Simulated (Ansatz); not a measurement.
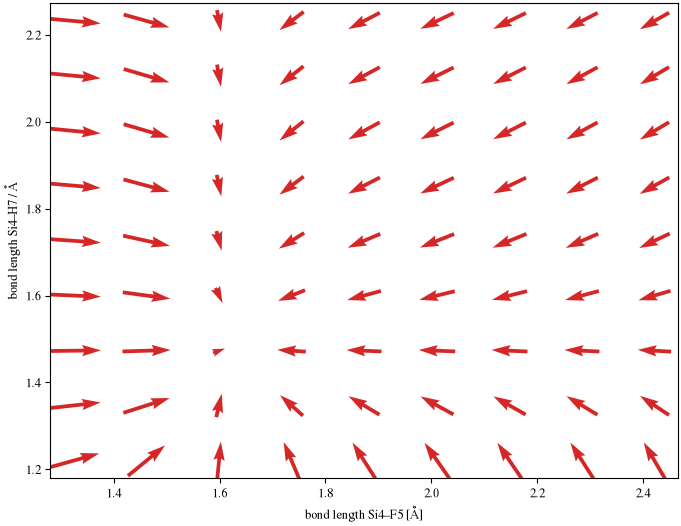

F2H2SeSi2, SMILES F[SiH]1[Se][SiH]1F. The first coordinate is: bond length Si4–F5; the second: bond length Si4–H7. Nothing is relaxed (all other coordinates rigid). Grid: 9 × 9 points. Points are written as (first, second). The reference is spin-restricted, which grows unreliable where a bond is stretched far. Method: RKS PBE-D4/def2-TZVP in Ansatz 0.2.0.

The picture shows arrows along the force (downhill), their lengths compressed.

**The arrows alone are given. Where is the energy lowest?**

The arrows converge at about (1.614 Å, 1.488 Å) (read from the interpolated surface).

The energy map of the same scan:

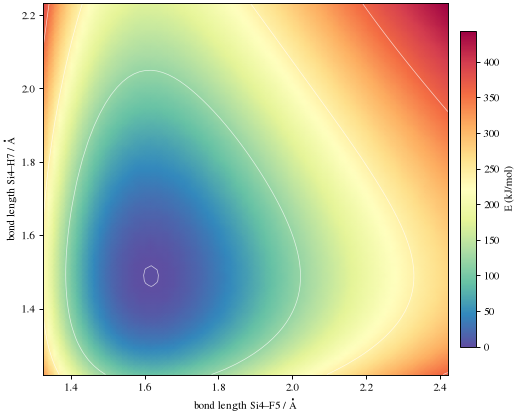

Energies are in kJ/mol, from the lowest grid point; between grid points the surface is interpolated.
